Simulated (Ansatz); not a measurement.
**A computed series for LiNbO2: carrier doping**

The reference is LiNbO2 (space group P6_3/mmc, No. 194; a = 2.8921 Å, c = 10.3926 Å).

Carriers are added at fixed cell with a uniform background; the Fermi–Dirac width is that of 300 K.

All numbers come from PBEsol (Ansatz, an electronic-structure program), without spin-orbit coupling.

Notes on the quantities. Fermi level from band edge: Fermi level relative to the doped band's edge (positive inside the band; to 0.05 eV).

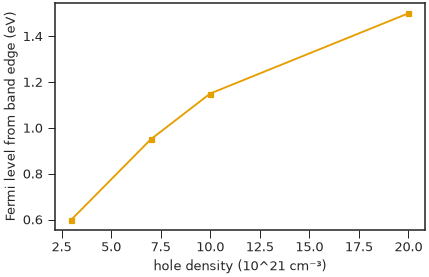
Figure: Fermi level from band edge against hole density

**Question.** From the plot, what is the Fermi level from band edge for holes 1.0×10^22 cm⁻³?

**Answer.** About 1.15 eV.

**Question.** Is the trend monotonic over the range shown?

**Answer.** Yes, it rises throughout, spanning +0.60 eV to +1.50 eV.

Carriers are added with a uniform compensating background; total energy and stress of such cells depend on the potential's zero and are not compared; many-body gap narrowing is missing at this level. Stability against distortions was not tested.
